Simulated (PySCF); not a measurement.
**CH5Al (AlH2Me) at M06-2X/STO-3G**

What is the vertical ionisation energy of CH5Al (AlH2Me) at M06-2X/STO-3G? Input form: a Python script.

The results are computed with PySCF 2.14.0.

9 further runs of the same task are left out: 1 that didn't finish, 8 set aside as unsound or not needed.

## 1. The system as given

CH5Al has 7 atoms, charge 0, and is taken as a singlet. As SMILES, `[H][Al]([H])[CH3]`. Geometry: a GFN2-xTB relaxation, a rough one for these elements and not checked as a minimum.

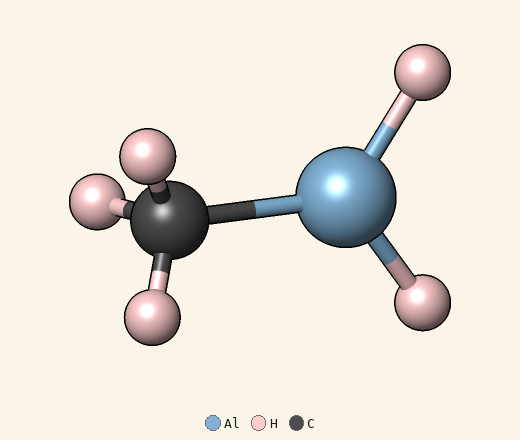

The structure, seen from a chosen angle (aluminium light blue, hydrogen pink, carbon dark grey).

## 2. A single-point energy at M06-2X/STO-3G

run.py reads:

```python
# AlH2Me
from pyscf import gto, dft

mol = gto.M(
    atom='''
Al     0.532240     0.925980    -0.002840
H      2.079610     1.030730     0.039470
H     -0.157080     2.315610    -0.032820
C     -0.456800    -0.794540    -0.002750
H     -0.578610    -1.223840    -1.005100
H     -1.469240    -0.690290     0.408830
H      0.049890    -1.563640     0.595200
''',
    max_memory=1860,
    basis='sto-3g',
    verbose=3,
)

mf = dft.RKS(mol)
mf.xc = 'm06-2x'
mf.grids.level = 5
mf.conv_tol = 1e-10
mf.kernel()
if not mf.converged:
    mf = mf.newton().run(mf.mo_coeff, mf.mo_occ)

energy = mf.e_tot
print('Final energy', energy)
```

On the command line:

```bash
$ OMP_NUM_THREADS=1 python run.py
```

The log of the run:

```text
converged SCF energy = -280.133048843559
Final energy -280.1330488435591
```

It took 3.6 s on 1 thread of Arm Neoverse V2, shared host; peak memory 0.21 GiB.

## 3. The doublet cation at the same level

calc.py reads:

```python
from pyscf import gto, dft

mol = gto.Mole()
mol.atom = '''
Al     0.532240     0.925980    -0.002840
H      2.079610     1.030730     0.039470
H     -0.157080     2.315610    -0.032820
C     -0.456800    -0.794540    -0.002750
H     -0.578610    -1.223840    -1.005100
H     -1.469240    -0.690290     0.408830
H      0.049890    -1.563640     0.595200
'''
mol.charge = 1
mol.max_memory = 1860
mol.spin = 1
mol.basis = 'sto-3g'
mol.verbose = 3
mol.build()

myscf = dft.UKS(mol)
myscf.xc = 'm06-2x'
myscf.grids.level = 5
myscf.conv_tol = 1e-10
myscf.kernel()
if not myscf.converged:
    myscf = myscf.newton().run(myscf.mo_coeff, myscf.mo_occ)

etot = myscf.e_tot
print('E = %.10f Eh' % etot)
```

On the command line:

```bash
$ OMP_NUM_THREADS=1 python calc.py
```

The log of the run:

```text
converged SCF energy = -279.80447475709  <S^2> = 0.75778735  2S+1 = 2.0077722
E = -279.8044747571 Eh
```

Run time: 10 s. Hardware: 1 thread of Arm Neoverse V2, shared host; peak memory 0.24 GiB.

## 4. Outcome

At M06-2X/STO-3G:

```
                                          quantity          value
                       singlet CH5Al: total energy  -280.13305 Eh
                      singlet CH5Al: dipole moment         0.19 D
                        singlet CH5Al: HOMO energy       -6.96 eV
                        singlet CH5Al: LUMO energy        5.19 eV
                      singlet CH5Al: HOMO–LUMO gap       12.16 eV
                      doublet cation: total energy  -279.80447 Eh
doublet cation: HOMO energy (highest over α and β)      -13.94 eV
 doublet cation: LUMO energy (lowest over α and β)      -10.78 eV
                              doublet cation: ⟨S²⟩          0.758
vertical ionisation energy (to the doublet cation)       8.941 eV
```

In words: The vertical ionisation energy comes to 8.94 eV (206 kcal/mol). −ε(HOMO) before ionisation, 6.96 eV, is 1.98 eV below this ionisation energy. In a minimal basis such a difference can be off by several eV, whatever the method.
